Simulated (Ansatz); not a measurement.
## Run report: C$_{2}$H$_{2}$FSi, nudged elastic band

C$_{2}$H$_{2}$FSi, multiplicity 2, computed with UKS PBE0/cc-pVDZ (Ansatz 0.2.0).

It belongs to a series of runs on one base structure; here: band between the two ends. Figures and captions count atoms from 1; the log counts them from 0 in places.

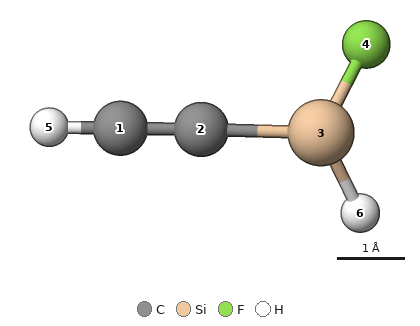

Fig. 1: The starting structure (ball-and-stick view, seen on its broad side; atoms are numbered from 1 in the order of the input).

**Summary**

| quantity | value |
| --- | --- |
| outcome | converged |
| barrier, forward | 0.532 eV |
| barrier, backward | 0.532 eV |
| hardware | 1 thread of Arm Neoverse V1, 24 GiB of memory available, shared host |
| wall time | 3.3 min |
| peak memory | 0.17 GiB |

**Remarks**

The order of the saddle point was not checked.

**Input file**
```yaml
crystal:
  periodic: [false, false, false]
  atoms:
    - { symbol: C, position_ang: [0.122283, -0.68526, -1.623708] }
    - { symbol: C, position_ang: [0.112646, -0.215137, -0.496716] }
    - { symbol: Si, position_ang: [0.348667, 0.47612, 1.171438] }
    - { symbol: F, position_ang: [-0.490522, -0.426097, 2.268996] }
    - { symbol: H, position_ang: [0.105102, -1.097617, -2.61597] }
    - { symbol: H, position_ang: [-0.156077, 1.883891, 1.249759] }
magnetization:
  spin_polarized: true
  initial_magnetization: 1
basis:
  gaussian: { orbitals: cc-pVDZ }
hamiltonian:
  xc: pbe0
neb:
  order_check: false
  images: 5
  f_tol: 0.03
  max_iterations: 60
  final_atoms:
    - { symbol: C, position_ang: [0.13065873, -0.68589212, -1.62307232] }
    - { symbol: C, position_ang: [-0.02266111, -0.20272807, -0.5121006] }
    - { symbol: Si, position_ang: [-0.48896374, 0.56336858, 1.07302926] }
    - { symbol: F, position_ang: [-0.1275508, -0.46307943, 2.31357119] }
    - { symbol: H, position_ang: [0.28901055, -1.11546754, -2.59530737] }
    - { symbol: H, position_ang: [0.26160536, 1.83969858, 1.29767884] }
  initial_path:
    images:
      - { positions_ang: [[0.122283, -0.68526, -1.623708], [0.112646, -0.215137, -0.496716], [0.348667, 0.47612, 1.171438], [-0.490522, -0.426097, 2.268996], [0.105102, -1.097617, -2.61597], [-0.156077, 1.883891, 1.249759]] }
      - { positions_ang: [[0.13422045, -0.69638938, -1.61741211], [0.09112442, -0.21383931, -0.50423578], [0.20615904, 0.48881628, 1.17609797], [-0.43042903, -0.46689866, 2.27534944], [0.12482744, -1.0968771, -2.61794878], [-0.08380331, 1.92108817, 1.24194826]] }
      - { positions_ang: [[0.1461579, -0.70751877, -1.61111623], [0.06960283, -0.21254162, -0.51175556], [0.06365108, 0.50151257, 1.18075794], [-0.37033606, -0.50770032, 2.28170288], [0.14455288, -1.0961372, -2.61992755], [-0.01152963, 1.95828534, 1.23413752]] }
      - { positions_ang: [[0.15809535, -0.71864815, -1.60482034], [0.04808125, -0.21124392, -0.51927534], [-0.07885688, 0.51420885, 1.18541791], [-0.31024309, -0.54850198, 2.28805632], [0.16427832, -1.0953973, -2.62190633], [0.06074406, 1.99548251, 1.22632678]] }
      - { positions_ang: [[0.14894981, -0.70772948, -1.61090433], [0.02450046, -0.20840531, -0.51688376], [-0.21555917, 0.53059543, 1.14795503], [-0.24934566, -0.5200278, 2.29656128], [0.20585573, -1.10208738, -2.61304001], [0.12769782, 1.94355453, 1.2501108]] }
      - { positions_ang: [[0.13980427, -0.6968108, -1.61698833], [0.00091968, -0.20556669, -0.51449218], [-0.35226145, 0.54698201, 1.11049214], [-0.18844823, -0.49155362, 2.30506624], [0.24743314, -1.10877746, -2.60417369], [0.19465159, 1.89162655, 1.27389482]] }
      - { positions_ang: [[0.13065873, -0.68589212, -1.62307232], [-0.02266111, -0.20272807, -0.5121006], [-0.48896374, 0.56336858, 1.07302926], [-0.1275508, -0.46307943, 2.31357119], [0.28901055, -1.11546754, -2.59530737], [0.26160536, 1.83969858, 1.29767884]] }
```

Command:
```bash
ansatz run input.yaml --threads 1 --pin off --max-ram 2048MiB --backend cpu --events-out ev --progress --plain --runs-dir out
```

**Log**
```
Engine: ansatz 0.2.0, aarch64-unknown-linux-gnu
Functional definition: PBE0
  parameter a = 0.25
  parameter kappa = 0.804
  parameter beta = 0.06672455060314922
  exchange = (1 - a)*pbe_x(kappa = kappa, mu = beta*pi^2/3) + a*exact_x
  correlation = pbe_c(beta = beta)
744 factors; integrals over basis functions are off by at most 3.8e-4 eV
mean field evaluation 1: about -12685.4667 eV, gradient 3.2e1 eV
mean field evaluation 2: about -12677.9448 eV, gradient 4.7e1 eV
mean field evaluation 4: about -12690.4066 eV, gradient 7.1e0 eV
mean field evaluation 8: about -12690.7035 eV, gradient 1.5e-1 eV
mean field evaluation 16: about -12690.7037 eV, gradient 4.0e-4 eV
mean field -12690.70369424 eV, -466.3747586953 hartree, gradient 4.5e-5 eV, S^2 0.755116; 0 other end points of the search recorded, 0 dependent functions left out
the calculation of the forces begins
reference -12690.70371805 eV, -466.3747595705 hartree; 19, 18 occupied and 51, 52 virtual orbitals, 744 factors
744 factors; integrals over basis functions are off by at most 3.3e-4 eV
mean field evaluation 32: about -12690.7037 eV, gradient 8.4e-3 eV
mean field -12690.70369130 eV, -466.3747585875 hartree, gradient 4.5e-5 eV, S^2 0.755116; 0 other end points of the search recorded, 0 dependent functions left out
[... from here on the field's lines of each further geometry are left out, up to the last ...]
NEB iter   1: max|band force component| = 5.272e0 eV/Å  barrier→ = 0.9852 eV  barrier← = 0.9851 eV  Δτ_max = 0.0730 Å  (241 SCF iters)
NEB iter   2: max|band force component| = 3.058e0 eV/Å  barrier→ = 0.6846 eV  barrier← = 0.6846 eV  Δτ_max = 0.0974 Å  (199 SCF iters)
NEB iter   3: max|band force component| = 3.610e-1 eV/Å  barrier→ = 0.5433 eV  barrier← = 0.5433 eV  CI = image 3  Δτ_max = 0.0279 Å  (194 SCF iters)
NEB iter   4: max|band force component| = 1.703e-1 eV/Å  barrier→ = 0.5348 eV  barrier← = 0.5348 eV  CI = image 3  Δτ_max = 0.0104 Å  (190 SCF iters)
NEB iter   5: max|band force component| = 1.030e-1 eV/Å  barrier→ = 0.5336 eV  barrier← = 0.5336 eV  CI = image 3  Δτ_max = 0.0112 Å  (174 SCF iters)
NEB iter   6: max|band force component| = 6.189e-2 eV/Å  barrier→ = 0.5332 eV  barrier← = 0.5332 eV  CI = image 3  Δτ_max = 0.0035 Å  (162 SCF iters)
NEB iter   7: max|band force component| = 5.930e-2 eV/Å  barrier→ = 0.5330 eV  barrier← = 0.5330 eV  CI = image 3  Δτ_max = 0.0158 Å  (152 SCF iters)
NEB iter   8: max|band force component| = 5.162e-2 eV/Å  barrier→ = 0.5325 eV  barrier← = 0.5325 eV  CI = image 3  Δτ_max = 0.0040 Å  (167 SCF iters)
NEB iter   9: max|band force component| = 3.977e-2 eV/Å  barrier→ = 0.5324 eV  barrier← = 0.5324 eV  CI = image 3  Δτ_max = 0.0023 Å  (150 SCF iters)
NEB iter  10: max|band force component| = 3.487e-2 eV/Å  barrier→ = 0.5323 eV  barrier← = 0.5323 eV  CI = image 3  Δτ_max = 0.0017 Å  (142 SCF iters)
the calculation of the forces begins
reference -12690.67046630 eV, -466.3735375910 hartree; 19, 18 occupied and 51, 52 virtual orbitals, 744 factors
744 factors; integrals over basis functions are off by at most 4.6e-4 eV
mean field -12690.17147456 eV, -466.3551999831 hartree, gradient 4.7e-5 eV, S^2 0.767181; 1 other end points of the search recorded, 0 dependent functions left out
the calculation of the forces begins
reference -12690.17149915 eV, -466.3552008865 hartree; 19, 18 occupied and 51, 52 virtual orbitals, 744 factors
NEB iter  11: max|band force component| = 2.917e-2 eV/Å  barrier→ = 0.5322 eV  barrier← = 0.5322 eV  CI = image 3  Δτ_max = 0.0000 Å  (313 SCF iters)
```

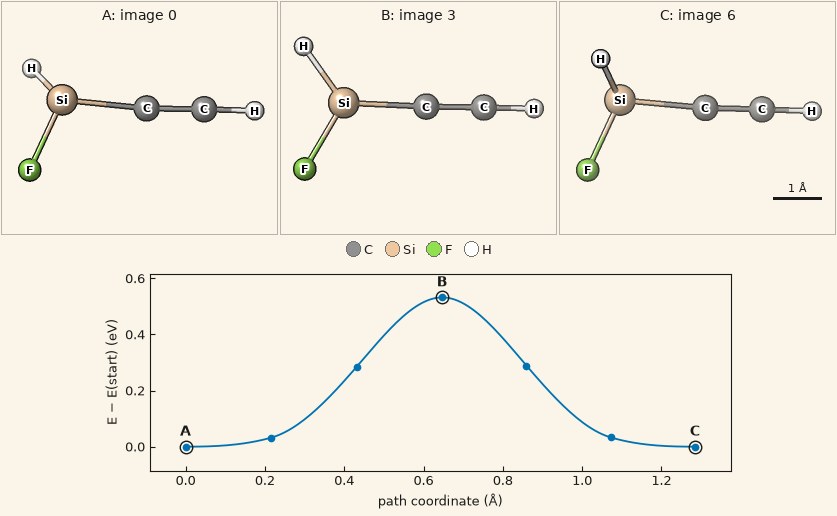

Fig. 2: Images of the last band (counted from 0; ball-and-stick, seen on its broad side) above the energy along the path; the line is a cubic interpolation that uses the forces. The highest image is number 3, 0.532 eV above the start and 0.532 eV above the end (the climbing image); start and end have the same energy. The path is 1.28 Å long. The band converged in 11 iterations.

```
Total energy: -12690.17149915 eV, -466.3552008865 hartree
Atom 0 at     0.130151    -0.713212    -1.662189 Å, force    -0.028972     0.002692    -0.006429 eV/Å
Atom 1 at     0.037401    -0.223568    -0.540302 Å, force     0.030210    -0.004086     0.007887 eV/Å
Atom 2 at    -0.062547     0.521295     1.054757 Å, force     0.003246     0.002498    -0.008572 eV/Å
Atom 3 at    -0.302526    -0.452775     2.356083 Å, force    -0.006027    -0.004694     0.007946 eV/Å
Atom 4 at     0.195227    -1.143704    -2.643764 Å, force     0.006408    -0.000696    -0.001284 eV/Å
Atom 5 at     0.044392     1.947864     1.389213 Å, force    -0.004867     0.004286     0.000452 eV/Å
Dipole moment:     0.051343     0.185290    -0.293872 e Å
this run last wrote the band of iteration 11 to [file]
```

**The last band as extended XYZ (Å, eV, eV/Å)**
```
6
Properties=species:S:1:pos:R:3:forces:R:3 image=0 energy=-12690.70369
C     0.1223   -0.6853   -1.6237    0.0000   0.0011   0.0012
C     0.1126   -0.2151   -0.4967   -0.0001  -0.0035  -0.0057
Si    0.3487    0.4761    1.1714    0.0010   0.0021   0.0028
F    -0.4905   -0.4261    2.2690   -0.0008  -0.0012   0.0015
H     0.1051   -1.0976   -2.6160   -0.0001   0.0004   0.0005
H    -0.1561    1.8839    1.2498    0.0000   0.0011  -0.0003
6
Properties=species:S:1:pos:R:3:forces:R:3 image=1 energy=-12690.67154
C     0.1089   -0.6969   -1.6441   -0.0420   0.0326   0.0335
C    -0.0109   -0.1997   -0.5328    0.0011   0.0306   0.0342
Si    0.2850    0.4796    1.1288    0.3837  -0.0431   0.0922
F    -0.4385   -0.4281    2.3009   -0.1301   0.0322  -0.0850
H     0.1949   -1.1331   -2.6237   -0.0415   0.0218   0.0350
H    -0.0973    1.9141    1.3247   -0.1711  -0.0741  -0.1099
6
Properties=species:S:1:pos:R:3:forces:R:3 image=2 energy=-12690.41877
C     0.1242   -0.7101   -1.6593   -0.0882   0.0249   0.0168
C    -0.0123   -0.2146   -0.5472   -0.4047   0.0738  -0.0503
Si    0.1183    0.5008    1.0862    1.4508  -0.1605   0.2442
F    -0.3719   -0.4438    2.3411   -0.4384   0.0605  -0.1018
H     0.2071   -1.1434   -2.6395    0.0314   0.0050   0.0281
H    -0.0233    1.9471    1.3725   -0.5510  -0.0037  -0.1370
6
Properties=species:S:1:pos:R:3:forces:R:3 image=3 energy=-12690.17147
C     0.1302   -0.7132   -1.6622   -0.0290   0.0027  -0.0064
C     0.0374   -0.2236   -0.5403    0.0302  -0.0041   0.0079
Si   -0.0625    0.5213    1.0548    0.0032   0.0025  -0.0086
F    -0.3025   -0.4528    2.3561   -0.0060  -0.0047   0.0079
H     0.1952   -1.1437   -2.6438    0.0064  -0.0007  -0.0013
H     0.0444    1.9479    1.3892   -0.0049   0.0043   0.0005
6
Properties=species:S:1:pos:R:3:forces:R:3 image=4 energy=-12690.41448
C     0.1324   -0.7110   -1.6588    0.0444   0.0117   0.0319
C     0.0929   -0.2252   -0.5350    0.4580  -0.0153   0.0441
Si   -0.2432    0.5378    1.0456   -1.4796   0.1373  -0.0782
F    -0.2411   -0.4574    2.3560    0.4500  -0.0292  -0.0046
H     0.1868   -1.1416   -2.6421   -0.0259   0.0096   0.0197
H     0.1143    1.9333    1.3881    0.5530  -0.1141  -0.0129
6
Properties=species:S:1:pos:R:3:forces:R:3 image=5 energy=-12690.67044
C     0.1433   -0.7007   -1.6409    0.0318   0.0239   0.0447
C     0.1002   -0.2116   -0.5204    0.0199   0.0322   0.0360
Si   -0.4150    0.5523    1.0479   -0.4248   0.0365   0.0041
F    -0.1757   -0.4557    2.3319    0.1565   0.0069  -0.0584
H     0.1984   -1.1341   -2.6240    0.0346   0.0156   0.0461
H     0.1909    1.8856    1.3593    0.1820  -0.1151  -0.0725
6
Properties=species:S:1:pos:R:3:forces:R:3 image=6 energy=-12690.70369
C     0.1307   -0.6859   -1.6231   -0.0034  -0.0002   0.0022
C    -0.0227   -0.2027   -0.5121    0.0007  -0.0002  -0.0014
Si   -0.4890    0.5634    1.0730    0.0009   0.0003   0.0020
F    -0.1276   -0.4631    2.3136   -0.0003  -0.0005  -0.0022
H     0.2890   -1.1155   -2.5953    0.0022  -0.0001  -0.0003
H     0.2616    1.8397    1.2977   -0.0002   0.0006  -0.0004
```
